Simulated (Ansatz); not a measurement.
# H₅NOSi + NH₃: a complex and its separated parts, part 2 of 2

Ansatz 0.2.0, Gaussian basis. Earlier steps stand in the parts before.

## Step 13: CAM-B3LYP-D4/def2-TZVPP

The inputs:

parta/in.yaml

```yaml
crystal:
  periodic: [false, false, false]
  atoms:
    - {symbol: Si, position_ang: [0.037981, -1.417545, -0.032229]}
    - {symbol: O, position_ang: [-0.988060, -0.924820, -1.225888]}
    - {symbol: H, position_ang: [-0.277292, -2.809285, 0.386824]}
    - {symbol: H, position_ang: [1.362367, -1.300897, -0.680825]}
    - {symbol: N, position_ang: [0.005245, -0.515261, 1.414330]}
    - {symbol: H, position_ang: [-1.925536, -0.924051, -1.027801]}
    - {symbol: H, position_ang: [0.296422, 0.445070, 1.479201]}
    - {symbol: H, position_ang: [-0.502703, -0.818922, 2.226367]}
basis:
  gaussian: {orbitals: def2-TZVPP}
hamiltonian: {xc: {name: CAM-B3LYP}, dispersion: d4}
```

partb/in.yaml

```yaml
crystal:
  periodic: [false, false, false]
  atoms:
    - {symbol: H, position_ang: [0.000894, 1.388347, -1.066533]}
    - {symbol: N, position_ang: [0.494038, 1.946167, -0.380280]}
    - {symbol: H, position_ang: [1.438984, 2.071282, -0.721865]}
    - {symbol: H, position_ang: [0.057758, 2.859917, -0.371297]}
basis:
  gaussian: {orbitals: def2-TZVPP}
hamiltonian: {xc: {name: CAM-B3LYP}, dispersion: d4}
```

One command serves all of them, each in its own folder.

The run is started by

```sh
$ ansatz run in.yaml --threads 4 --pin off --events-out ev --progress --plain --max-ram 9574MiB
```

Log of parta, cut to the lines that bear on the results:

```text
Functional definition: CAM-B3LYP
  name "CAM-B3LYP"
  cite "Yanai, Tew & Handy, Chem. Phys. Lett. 393, 51 (2004) doi:10.1016/j.cplett.2004.06.011"
  cite "Iikura, Tsuneda, Yanai & Hirao, J. Chem. Phys. 115, 3540 (2001) doi:10.1063/1.1383587"
  cite "Becke, Phys. Rev. A 38, 3098 (1988) doi:10.1103/PhysRevA.38.3098"
  cite "Lee, Yang & Parr, Phys. Rev. B 37, 785 (1988) doi:10.1103/PhysRevB.37.785"
[...]
  # Exact exchange under (alpha + beta erf(omega r))/r, Becke's under what is left of 1/r.
[...]
892 factors; their error is unknown
237 factors; integrals over basis functions are off by at most 1.3e-5 eV
[...]
mean field -11499.11791753 eV, -422.5847890871 hartree, gradient 4.7e-5 eV, S^2 0.000000; 0 other end points of the search recorded, 0 dependent functions left out
reference -11499.11802913 eV, -422.5847931885 hartree; 17, 17 occupied and 157, 157 virtual orbitals, 892 factors
Total energy: -11499.21291792 eV, -422.5882802870 hartree
```

Output in partb, cut to the lines that bear on the results:

```text
[... 6 set-up lines as earlier in the session ...]
[...]
  # Exact exchange under (alpha + beta erf(omega r))/r, Becke's under what is left of 1/r.
[...]
332 factors; their error is unknown
102 factors; integrals over basis functions are off by at most 1.2e-5 eV
[...]
mean field -1539.00933150 eV, -56.5575497545 hartree, gradient 6.4e-5 eV, S^2 0.000000; 0 other end points of the search recorded, 0 dependent functions left out
reference -1539.00939959 eV, -56.5575522568 hartree; 5, 5 occupied and 68, 68 virtual orbitals, 332 factors
Total energy: -1539.01812430 eV, -56.5578728842 hartree
```

Times: 1.4 s (parta), 0.25 s (partb) on 4 threads of Arm Neoverse V1, shared host.

## Step 14: wB97X-V/def2-TZVPP

The same edit goes into each in.yaml of step 13 (parta, partb):

```diff
-hamiltonian: {xc: {name: CAM-B3LYP}, dispersion: d4}
+hamiltonian: {xc: {name: wB97X-V}}
```

The same command starts each run, in its folder.

The run is started by

```sh
$ ansatz run in.yaml --threads 4 --pin off --events-out ev --progress --plain --max-ram 9574MiB
```

Output in parta, cut to the lines that bear on the results:

```text
Functional definition: wB97X-V
  name "wB97X-V"
  cite "Mardirossian & Head-Gordon, Phys. Chem. Chem. Phys. 16, 9904 (2014) doi:10.1039/C3CP54374A"
[... 2 set-up lines as earlier in the session ...]
[...]
      + integral(e_c_pw_opposite_spin*poly(b97_u_opposite, cos0, cos1)) + vv10(b, c)
892 factors; their error is unknown
214 factors; integrals over basis functions are off by at most 1.1e-5 eV
[...]
mean field -11497.70912043 eV, -422.5330167487 hartree, gradient 4.2e-5 eV, S^2 0.000000; 0 other end points of the search recorded, 0 dependent functions left out
reference -11497.70911862 eV, -422.5330166821 hartree; 17, 17 occupied and 157, 157 virtual orbitals, 892 factors
Total energy: -11497.70911862 eV, -422.5330166821 hartree
```

Log of partb, cut to the lines that bear on the results:

```text
[... 5 set-up lines as earlier in the session ...]
[...]
      + integral(e_c_pw_opposite_spin*poly(b97_u_opposite, cos0, cos1)) + vv10(b, c)
332 factors; their error is unknown
93 factors; integrals over basis functions are off by at most 7.5e-6 eV
[...]
mean field -1539.14323530 eV, -56.5624706285 hartree, gradient 1.3e-5 eV, S^2 0.000000; 0 other end points of the search recorded, 0 dependent functions left out
reference -1539.14323420 eV, -56.5624705881 hartree; 5, 5 occupied and 68, 68 virtual orbitals, 332 factors
Total energy: -1539.14323420 eV, -56.5624705881 hartree
```

Wall times: 3.4 s (parta), 0.55 s (partb) on 4 threads of Arm Neoverse V1, shared host.

## Step 15: wB97M-V/def2-TZVPP

Each input of step 14 (parta, partb) changes in the same lines:

```diff
-hamiltonian: {xc: {name: wB97X-V}}
+hamiltonian: {xc: {name: wB97M-V}}
```

Each run has its own folder and the same command.

The run is started by

```sh
$ ansatz run in.yaml --threads 4 --pin off --events-out ev --progress --plain --max-ram 9574MiB
```

Log of parta, cut to the lines that bear on the results:

```text
Functional definition: wB97M-V
  name "wB97M-V"
  cite "Mardirossian & Head-Gordon, J. Chem. Phys. 144, 214110 (2016) doi:10.1063/1.4952647"
[... 2 set-up lines as earlier in the session ...]
  # Of w^i u^j: cxij and so on, Table III.
[...]
  gx(w, u) = 1 - cx + cx01*u + cx10*w
[...]
      + integral(e_c_pw_mod_opposite_spin*gos(b97_w_opposite, b97_u_opposite)) + vv10(b, c)
892 factors; their error is unknown
214 factors; integrals over basis functions are off by at most 1.1e-5 eV
[...]
mean field -11498.20446268 eV, -422.5512202407 hartree, gradient 1.4e-5 eV, S^2 0.000000; 0 other end points of the search recorded, 0 dependent functions left out
reference -11498.20450695 eV, -422.5512218673 hartree; 17, 17 occupied and 157, 157 virtual orbitals, 892 factors
Total energy: -11498.20450695 eV, -422.5512218673 hartree
```

Output in partb, cut to the lines that bear on the results:

```text
[... 5 set-up lines as earlier in the session ...]
  # Of w^i u^j: cxij and so on, Table III.
[...]
  gx(w, u) = 1 - cx + cx01*u + cx10*w
[...]
      + integral(e_c_pw_mod_opposite_spin*gos(b97_w_opposite, b97_u_opposite)) + vv10(b, c)
332 factors; their error is unknown
93 factors; integrals over basis functions are off by at most 7.5e-6 eV
[...]
mean field -1538.84210357 eV, -56.5514042416 hartree, gradient 5.5e-5 eV, S^2 0.000000; 0 other end points of the search recorded, 0 dependent functions left out
reference -1538.84213044 eV, -56.5514052291 hartree; 5, 5 occupied and 68, 68 virtual orbitals, 332 factors
Total energy: -1538.84213044 eV, -56.5514052291 hartree
```

They took 3.9 s (parta), 0.6 s (partb) on 4 threads of Arm Neoverse V1, shared host.

## Step 16: B2PLYP/def2-TZVPP

The same edit goes into each in.yaml of step 15 (parta, partb):

```diff
-hamiltonian: {xc: {name: wB97M-V}}
+hamiltonian: {xc: {name: B2PLYP}}
```

Each run has its own folder and the same command.

The run is started by

```sh
$ ansatz run in.yaml --threads 4 --pin off --events-out ev --progress --plain --max-ram 9574MiB
```

Output in parta, cut to the lines that bear on the results:

```text
Functional definition: B2PLYP
  name "B2PLYP"
  cite "Grimme, J. Chem. Phys. 124, 034108 (2006) doi:10.1063/1.2148954"
[... 2 set-up lines as earlier in the session ...]
[...]
1016 factors; integrals over basis functions are off by at most 8.4e-4 eV
[...]
mean field -11489.21863002 eV, -422.2209969813 hartree, gradient 4.9e-6 eV, S^2 0.000000; 0 other end points of the search recorded, 0 dependent functions left out
7 core orbitals not correlated: weight in the atoms' cores, before any rotation towards them, 1.000 or more for the frozen orbitals, at most 0.000 for the correlated occupied ones
reference -11489.21877548 eV, -422.2210023268 hartree; 10, 10 occupied and 157, 157 virtual orbitals, 1016 factors
second order -19.17011440 eV of doubles, -0.00000000 eV of singles
Total energy: -11494.39470637 eV, -422.4112142786 hartree
```

Output in partb, cut to the lines that bear on the results:

```text
[... 5 set-up lines as earlier in the session ...]
[...]
416 factors; integrals over basis functions are off by at most 1.3e-3 eV
[...]
mean field -1536.38012564 eV, -56.4609282214 hartree, gradient 9.9e-6 eV, S^2 0.000000; 0 other end points of the search recorded, 0 dependent functions left out
1 core orbitals not correlated: weight in the atoms' cores, before any rotation towards them, 1.000 or more for the frozen orbitals, at most 0.000 for the correlated occupied ones
reference -1536.38021587 eV, -56.4609315373 hartree; 4, 4 occupied and 68, 68 virtual orbitals, 416 factors
second order -7.62099462 eV of doubles, -0.00000000 eV of singles
Total energy: -1538.43788442 eV, -56.5365494617 hartree
```

They took 2 s (parta), 0.3 s (partb) on 4 threads of Arm Neoverse V1, shared host.

## Step 17: PBE-QIDH/def2-TZVPP

Each input of step 16 (parta, partb) changes in the same lines:

```diff
-hamiltonian: {xc: {name: B2PLYP}}
+hamiltonian: {xc: {name: PBE-QIDH}}
```

Each run has its own folder and the same command.

The run is started by

```sh
$ ansatz run in.yaml --threads 4 --pin off --events-out ev --progress --plain --max-ram 9574MiB
```

Output in parta, cut to the lines that bear on the results:

```text
Functional definition: PBE-QIDH
  name "PBE-QIDH"
  cite "Brémond, Sancho-García, Pérez-Jiménez & Adamo, J. Chem. Phys. 141, 031101 (2014) doi:10.1063/1.4890314"
[... 1 set-up line as earlier in the session ...]
[...]
1016 factors; integrals over basis functions are off by at most 8.4e-4 eV
[...]
mean field -11484.19315658 eV, -422.0363142386 hartree, gradient 4.6e-6 eV, S^2 0.000000; 0 other end points of the search recorded, 0 dependent functions left out
7 core orbitals not correlated: weight in the atoms' cores, before any rotation towards them, 1.000 or more for the frozen orbitals, at most 0.000 for the correlated occupied ones
reference -11484.19316769 eV, -422.0363146470 hartree; 10, 10 occupied and 157, 157 virtual orbitals, 1016 factors
second order -17.83986604 eV of doubles, -0.00000000 eV of singles
Total energy: -11490.13978971 eV, -422.2548489753 hartree
```

Log of partb, cut to the lines that bear on the results:

```text
[... 4 set-up lines as earlier in the session ...]
[...]
416 factors; integrals over basis functions are off by at most 1.3e-3 eV
[...]
mean field -1535.33271101 eV, -56.4224364437 hartree, gradient 2.2e-6 eV, S^2 0.000000; 0 other end points of the search recorded, 0 dependent functions left out
1 core orbitals not correlated: weight in the atoms' cores, before any rotation towards them, 1.000 or more for the frozen orbitals, at most 0.000 for the correlated occupied ones
reference -1535.33271777 eV, -56.4224366923 hartree; 4, 4 occupied and 68, 68 virtual orbitals, 416 factors
second order -7.10226634 eV of doubles, -0.00000000 eV of singles
Total energy: -1537.70013989 eV, -56.5094378503 hartree
```

They took 2 s (parta), 0.3 s (partb) on 4 threads of Arm Neoverse V1, shared host.

## Step 18: RPA on PBE/def2-TZVPP

The same edit goes into each in.yaml of step 17 (parta, partb):

```diff
-hamiltonian: {xc: {name: PBE-QIDH}}
+hamiltonian: {xc: pbe}
+correlation: {method: rpa}
```

Each run has its own folder and the same command.

The run is started by

```sh
$ ansatz run in.yaml --threads 4 --pin off --events-out ev --progress --plain --max-ram 9574MiB
```

Output in parta, cut to the lines that bear on the results:

```text
[... 4 set-up lines as earlier in the session ...]
[...]
1016 factors; integrals over basis functions are off by at most 8.4e-4 eV
[...]
mean field -11491.81830909 eV, -422.3165334250 hartree, gradient 5.4e-6 eV, S^2 0.000000; 0 other end points of the search recorded, 0 dependent functions left out
7 core orbitals not correlated: weight in the atoms' cores, before any rotation towards them, 1.000 or more for the frozen orbitals, at most 0.000 for the correlated occupied ones
reference -11463.43415035 eV, -421.2734348305 hartree; 10, 10 occupied and 157, 157 virtual orbitals, 1016 factors
Total energy: -11489.47595880 eV, -422.2304536394 hartree
```

Output in partb, cut to the lines that bear on the results:

```text
[... 4 set-up lines as earlier in the session ...]
[...]
416 factors; integrals over basis functions are off by at most 1.3e-3 eV
[...]
mean field -1537.73150236 eV, -56.5105904000 hartree, gradient 7.2e-6 eV, S^2 0.000000; 0 other end points of the search recorded, 0 dependent functions left out
1 core orbitals not correlated: weight in the atoms' cores, before any rotation towards them, 1.000 or more for the frozen orbitals, at most 0.000 for the correlated occupied ones
reference -1529.64068422 eV, -56.2132583174 hartree; 4, 4 occupied and 68, 68 virtual orbitals, 416 factors
Total energy: -1540.11750378 eV, -56.5982743348 hartree
```

They took 2 s (parta), 0.3 s (partb) on 4 threads of Arm Neoverse V1, shared host.

## Step 19: CCSD(T)/def2-TZVPP

The same edit goes into each in.yaml of step 18 (parta, partb):

```diff
-hamiltonian: {xc: pbe}
-correlation: {method: rpa}
+correlation: {method: ccsd_t}
```

One command serves all of them, each in its own folder.

The run is started by

```sh
$ ansatz run in.yaml --threads 4 --pin off --events-out ev --progress --plain --max-ram 9574MiB
```

Log of parta, cut to the lines that bear on the results:

```text
Functional definition: HF
  name "HF"
  cite "Fock, Z. Phys. 61, 126 (1930) doi:10.1007/BF01340294"
[... 1 set-up line as earlier in the session ...]
[...]
1016 factors; integrals over basis functions are off by at most 8.4e-4 eV
[...]
mean field -11464.46814813 eV, -421.3114335480 hartree, gradient 1.9e-6 eV, S^2 0.000000; 0 other end points of the search recorded, 0 dependent functions left out
7 core orbitals not correlated: weight in the atoms' cores, before any rotation towards them, 1.000 or more for the frozen orbitals, at most 0.000 for the correlated occupied ones
reference -11464.46814813 eV, -421.3114335480 hartree; 10, 10 occupied and 157, 157 virtual orbitals, 1016 factors
second order -15.94655753 eV of doubles, -0.00000000 eV of singles
cycle   1  -16.21403695 eV  change   -2.7e-1 eV  update   7.8e-2
[...]
cycle   9  -16.64700645 eV  change   -4.0e-6 eV  update   1.3e-5
perturbative correction -0.56430611 eV, -0.0207378672 hartree
Total energy: -11481.67946069 eV, -421.9439376184 hartree
```

Log of partb, cut to the lines that bear on the results:

```text
[... 4 set-up lines as earlier in the session ...]
[...]
416 factors; integrals over basis functions are off by at most 1.3e-3 eV
[...]
mean field -1529.85251345 eV, -56.2210428980 hartree, gradient 4.0e-6 eV, S^2 0.000000; 0 other end points of the search recorded, 0 dependent functions left out
1 core orbitals not correlated: weight in the atoms' cores, before any rotation towards them, 1.000 or more for the frozen orbitals, at most 0.000 for the correlated occupied ones
reference -1529.85251345 eV, -56.2210428980 hartree; 4, 4 occupied and 68, 68 virtual orbitals, 416 factors
second order -6.38825885 eV of doubles, -0.00000000 eV of singles
cycle   1  -6.57731526 eV  change   -1.9e-1 eV  update   3.9e-2
[...]
cycle   9  -6.72920474 eV  change    3.4e-6 eV  update   2.3e-6
perturbative correction -0.20701541 eV, -0.0076076760 hartree
Total energy: -1536.78873360 eV, -56.4759442869 hartree
```

Wall times: 17 s (parta), 0.35 s (partb) on 4 threads of Arm Neoverse V1, shared host; peak memory 1.5 GiB.

## Step 20: Vibrations of H₅NOSi

vib-parta/in.yaml

```yaml
crystal:
  periodic: [false, false, false]
  atoms:
    - {symbol: Si, position_ang: [0.037981, -1.417545, -0.032229]}
    - {symbol: O, position_ang: [-0.988060, -0.924820, -1.225888]}
    - {symbol: H, position_ang: [-0.277292, -2.809285, 0.386824]}
    - {symbol: H, position_ang: [1.362367, -1.300897, -0.680825]}
    - {symbol: N, position_ang: [0.005245, -0.515261, 1.414330]}
    - {symbol: H, position_ang: [-1.925536, -0.924051, -1.027801]}
    - {symbol: H, position_ang: [0.296422, 0.445070, 1.479201]}
    - {symbol: H, position_ang: [-0.502703, -0.818922, 2.226367]}
basis:
  gaussian: {orbitals: def2-TZVP}
hamiltonian: {xc: pbe0, dispersion: d4}
phonons: {temperatures: {t_min: 298.15, t_max: 900, t_step: 200}}
```

The run is started by

```sh
$ ansatz run in.yaml --threads 4 --pin off --events-out ev --progress --plain --max-ram 9574MiB
```

The log of the run, cut to the lines that bear on the results:

```text
[... 5 set-up lines as earlier in the session ...]
[...]
794 factors; their error is unknown
[...]
mean field -11492.69259699 eV, -422.3486629126 hartree, gradient 3.6e-5 eV, S^2 0.000000; 0 other end points of the search recorded, 0 dependent functions left out
[...]
Atom 5 at    -1.925536    -0.924051    -1.027801 Å, force     0.000719    -0.000286     0.000393 eV/Å
Atom 6 at     0.296422     0.445070     1.479201 Å, force    -0.000516    -0.000737     0.000208 eV/Å
Atom 7 at    -0.502703    -0.818922     2.226367 Å, force     0.000139    -0.000073    -0.000297 eV/Å
Dipole moment:    -0.288434     0.141975     0.381688 e Å
Vibrations: 119.18 266.25 295.66 354.97 553.03 747.01 820.83 871.15 891.86 921.33 946.05 956.43 1580.23 2216.20 2260.45 3626.44 3725.27 3920.58 cm⁻¹, zero-point energy 1.554324 eV
```

Wall time 35 s (4 threads of Arm Neoverse V1, shared host).

Wavenumbers and character of the modes:

```csv
mode,wavenumber (cm⁻¹),character
1,119,torsion
2,266,torsion
3,296,torsion
4,355,bend with torsion
5,553,bend with torsion
6,747,bend
7,821,Si–O and Si–N stretch
8,871,bend with Si–N stretch
9,892,bend
10,921,bend with Si–O stretch
11,946,wag or twist with bend
12,956,bend
13,1580,bend
14,2216,Si–H stretch
15,2260,Si–H stretch
16,3626,N–H stretch
17,3725,N–H stretch
18,3921,O–H stretch
```

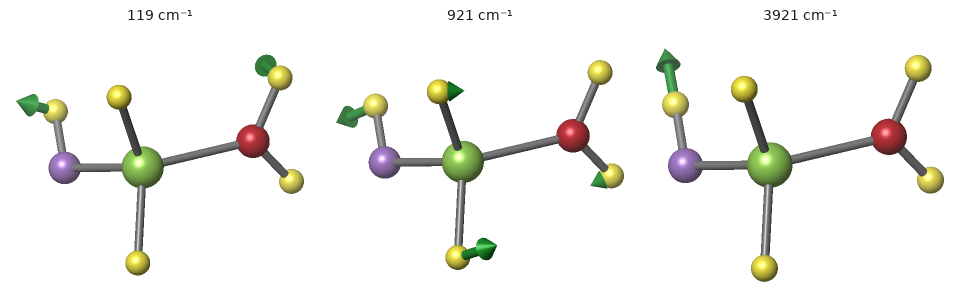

How the atoms move in 3 of the modes.

Vibrational sums (real modes only):

```csv
T (K),entropy (J/mol/K),heat capacity (J/mol/K)
298,37.5,49.6
498,69.9,76.3
698,98.4,92.3
898,123.0,103.5
```

## Step 21: Vibrations of NH₃

vib-partb/in.yaml

```yaml
crystal:
  periodic: [false, false, false]
  atoms:
    - {symbol: H, position_ang: [0.000894, 1.388347, -1.066533]}
    - {symbol: N, position_ang: [0.494038, 1.946167, -0.380280]}
    - {symbol: H, position_ang: [1.438984, 2.071282, -0.721865]}
    - {symbol: H, position_ang: [0.057758, 2.859917, -0.371297]}
basis:
  gaussian: {orbitals: def2-TZVP}
hamiltonian: {xc: pbe0, dispersion: d4}
phonons: {temperatures: {t_min: 298.15, t_max: 900, t_step: 200}}
```

The run is started by

```sh
$ ansatz run in.yaml --threads 4 --pin off --events-out ev --progress --plain --max-ram 9574MiB
```

The log of the run, cut to the lines that bear on the results:

```text
[... 5 set-up lines as earlier in the session ...]
[...]
287 factors; their error is unknown
[...]
mean field -1537.79931102 eV, -56.5130823220 hartree, gradient 1.9e-5 eV, S^2 0.000000; 0 other end points of the search recorded, 0 dependent functions left out
[...]
Atom 1 at     0.494038     1.946167    -0.380280 Å, force    -0.003313     0.001936     0.001848 eV/Å
Atom 2 at     1.438984     2.071282    -0.721865 Å, force    -0.000523    -0.000635    -0.001634 eV/Å
Atom 3 at     0.057758     2.859917    -0.371297 Å, force     0.001490    -0.000963     0.000357 eV/Å
Dipole moment:     0.004910     0.150452    -0.318753 e Å
Vibrations: 1030.55 1669.39 1669.69 3502.22 3631.14 3631.65 cm⁻¹, zero-point energy 0.938229 eV
```

Wall time 2.6 s (4 threads of Arm Neoverse V1, shared host).

Wavenumbers and character of the modes:

```csv
mode,wavenumber (cm⁻¹),character
1,1031,bend
2,1669,bend
3,1670,bend
4,3502,N–H stretch
5,3631,N–H stretch
6,3632,N–H stretch
```

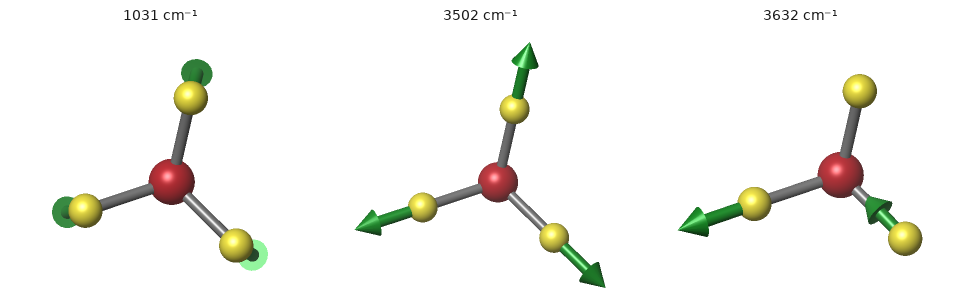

How the atoms move in 3 of the modes.

Vibrational sums (real modes only):

```csv
T (K),entropy (J/mol/K),heat capacity (J/mol/K)
298,0.4,1.8
498,2.6,7.4
698,6.0,13.4
898,10.1,18.8
```

## Step 22: Complex less separated parts

The complex's own energies come from single points at the same levels.

Rows are in def2-TZVPP; times add the 3 runs of a level on a shared host, so small differences are noise.

Differences are taken before rounding.

```csv
method,rung,complex less parts (kcal/mol),from CCSD(T) (kcal/mol),time
SPW92,LDA,-8.9,-3.3,1.9 s
PBE-D4,GGA,-6.5,-1.0,2.9 s
BLYP-D4,GGA,-6.2,-0.6,3.1 s
r2SCAN-D4,meta-GGA,-6.0,-0.5,5.8 s
B97M-V,meta-GGA,-6.2,-0.6,12 s
PBE0-D4,hybrid,-6.1,-0.6,3.9 s
B3LYP-D4,hybrid,-6.1,-0.5,3.6 s
r2SCAN0-D4,hybrid,-5.9,-0.3,6.8 s
BHLYP-D4,hybrid,-6.0,-0.4,3.8 s
CAM-B3LYP-D4,range-separated hybrid,-6.1,-0.6,4.2 s
wB97X-V,range-separated hybrid,-5.7,-0.2,10 s
wB97M-V,range-separated hybrid,-5.9,-0.4,12 s
B2PLYP,double hybrid,-4.6,+1.0,7 s
PBE-QIDH,double hybrid,-5.2,+0.4,7.1 s
RPA on PBE,RPA,-5.0,+0.5,8.9 s
Hartree-Fock,wavefunction,-2.3,+3.3,
MP2,wavefunction,-5.6,0.0,
CCSD,wavefunction,-5.0,+0.5,
CCSD(T),wavefunction,-5.6,0,2.6 min
```

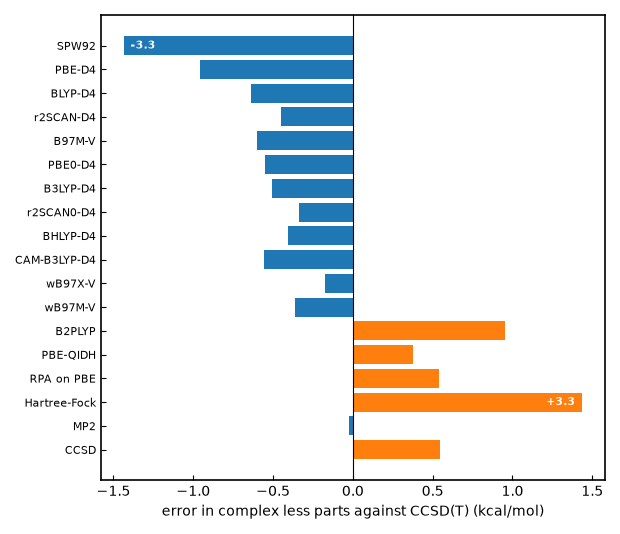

Error of each method against CCSD(T). Bars with a number in them are cut short.

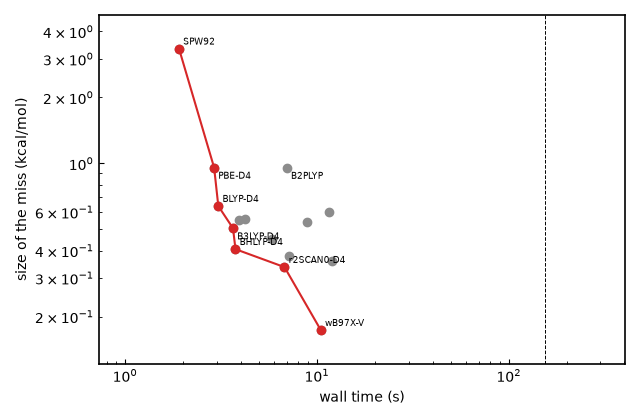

Accuracy for the time spent; red marks the levels that beat every quicker one drawn (of those quicker than the yardstick), and the dashed line is the time of CCSD(T). Only those levels and the largest misses are named. Times are from a shared host.

For cost: wB97X-V gets within 0.2 kcal/mol in 10 s, where CCSD(T) took 2.6 min; the quickest level in the cost chart, SPW92, takes 1.9 s and misses by 3.3 kcal/mol.

The complex's zero-point energy, from a separate PBE0-D4 run, is 2.571 eV.

## Step 23: Summary of results

What follows sums up all 2 parts.

| quantity | value |
| --- | --- |
| complex less parts, CCSD(T)/def2-TZVPP | -5.6 kcal/mol |
| with zero-point energy | -3.8 kcal/mol |
| largest T1 diagnostic | 0.011 |

At CCSD(T) the complex lies 5.6 kcal/mol below its parts. wB97X-V is the best functional here (-0.2 kcal/mol from CCSD(T)); SPW92 is the worst (-3.3 kcal/mol). Mean unsigned error by rung: LDA 3.3, GGA 0.8, meta-GGA 0.5, hybrid 0.5, range-separated hybrid 0.4, double hybrid 0.7 kcal/mol. The double hybrids carry no dispersion term here, unlike the levels marked D4 or V. PBE-D4 gives a relative energy 1.0 kcal/mol too low, inside chemical accuracy (1 kcal/mol). No counterpoise was applied, and triple zeta lacks some correlation, so the CCSD(T) reference has a basis error of its own, and close matches with it are partly luck.
